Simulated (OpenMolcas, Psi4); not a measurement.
**C2HF (fluoroacetylene): a line through the functionals**

C2HF: 4 atoms, total charge 0, spin state singlet. SMILES: `C#CF`. Geometry: relaxed at PBE0-D4/def2-TZVP.

The HOMO–LUMO gap y, in eV, basis cc-pVTZ; a is the functional's share of exact exchange. Programs: OpenMolcas 26.06, Psi4 1.11.

| functional | program | a | y (eV) |
| --- | --- | --- | --- |
| PBE | Psi4 | 0 | 7.33 |
| r2SCAN | OpenMolcas | 0 | 8.14 |
| TPSSh | Psi4 | 0.1 | 8.57 |
| B3LYP | OpenMolcas | 0.2 | 9.15 |
| PBE0 | OpenMolcas | 0.25 | ? |
| BHLYP | OpenMolcas | 0.5 | 11.76 |

Fit y = c + s·a to the known rows and predict PBE0.


1. Means of the 5 rows: a = 0.1600, y = 8.990.
2. Σ(Δa)² = 0.172, Σ(Δa·Δy) = 1.375, so the slope is 1.375/0.172 = 7.9942.
3. Intercept: 8.990 − (7.9942) × 0.1600 = 7.711. The largest residual of the fit is 0.43.
4. PBE0: 7.711 + (7.9942) × 0.25 = 9.71 eV.

The run gave 9.78 eV, so the prediction is off by -0.07 eV, within the scatter of the fit. Exact exchange lowers occupied levels and raises empty ones. The rows mix families of semi-local functionals, which the line can't see.

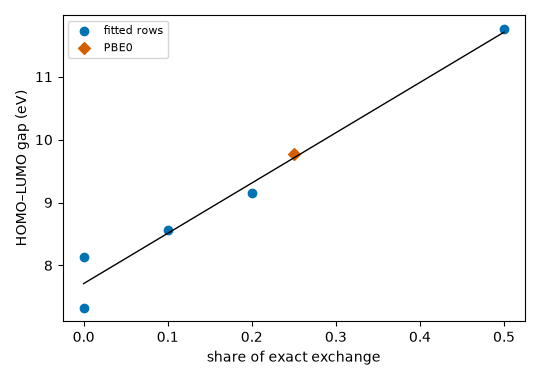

The fitted line, with the withheld row.
